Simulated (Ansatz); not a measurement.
Sc (hcp, Mg type)

```cif
data_Sc2
_chemical_formula_sum 'Sc2'
_space_group_name_H-M_alt 'P63/mmc'
_space_group_IT_number 194
_space_group_name_Hall '-P 6c 2c'
_cell_length_a 3.32949
_cell_length_b 3.32949
_cell_length_c 5.19194
_cell_angle_alpha 90.000
_cell_angle_beta 90.000
_cell_angle_gamma 120.000
loop_
_atom_site_label
_atom_site_type_symbol
_atom_site_symmetry_multiplicity
_atom_site_Wyckoff_symbol
_atom_site_fract_x
_atom_site_fract_y
_atom_site_fract_z
_atom_site_occupancy
Sc1 Sc 2 d 0.66667 0.33333 0.25000 1
```

The volume is varied about the relaxed value V₀ at fixed cell shape. Symmetry pins the atoms to their sites.

Method: r2SCAN (plane waves to 500 eV, PAW, scalar-relativistic; Ansatz, an electronic-structure program). k mesh 16×16×9 (Γ-centred), Fermi-Dirac smearing 0.05 eV. The energy includes the smearing's −TS. With the shape held, the modulus is that of even scaling; a crystal free to change shape is softer. Sc is run without spin polarisation. Sc was relaxed with its symmetry unable to fall. The zero of ΔE is the relaxed starting cell.

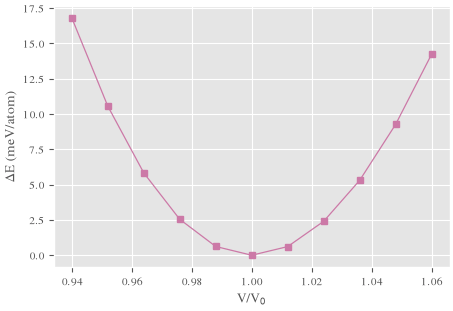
*ΔE (meV/atom) against V/V₀; one marker a computed point.*

Q: What is ΔE at V/V₀ = 1.060?

A: About 14 meV/atom.

Q: What is ΔE at V/V₀ = 0.940?

A: About 17 meV/atom.

Q: What bulk modulus at fixed cell shape B₀ follows from a third-order Birch-Murnaghan fit?

A: About 55 GPa.

(Under strain, the slope of the energy per volume gives the stress and its curvature an elastic modulus.)
